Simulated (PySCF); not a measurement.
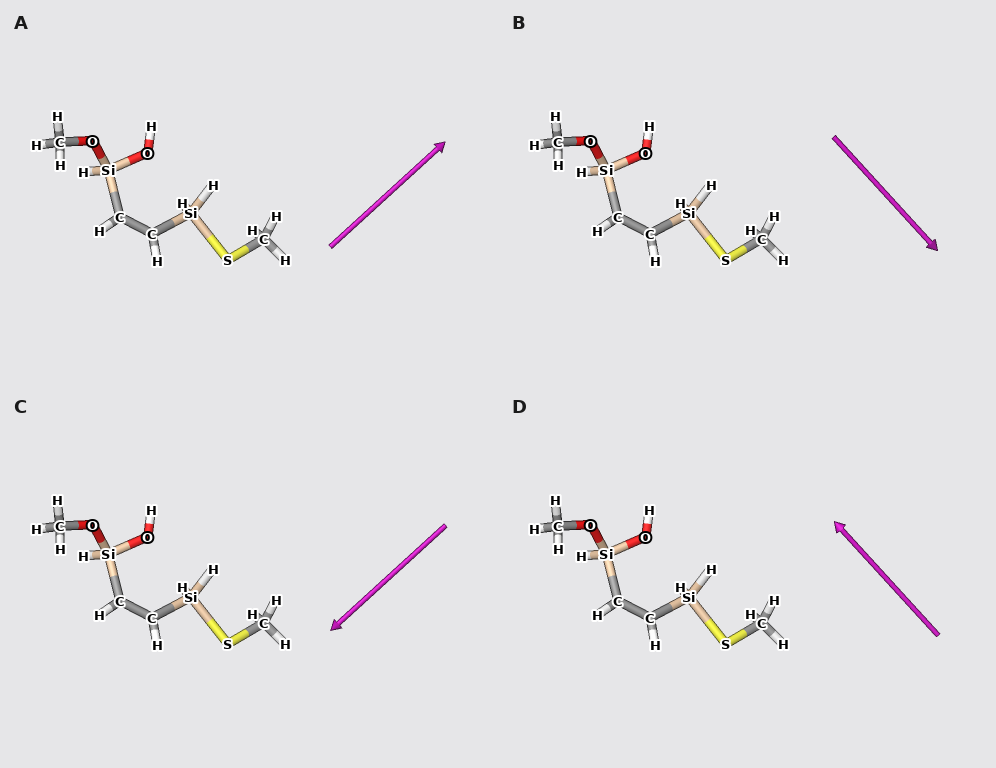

The same molecule four times, each with an arrow. Computed geometry: GFN2-xTB optimisation. No frequency run is at hand to confirm it as a minimum. Properties computed with PBE0/pcSseg-1, gas phase (PySCF 2.14.0).

Which arrow points along the dipole moment, from the negative to the positive end?

Answer. D. The dipole moment is 3.79 D.

The geometry is semi-empirical. Around Si such bond lengths and angles can be off by a tenth of an ångström or more and by several degrees, and values that hang on the shape move with them.
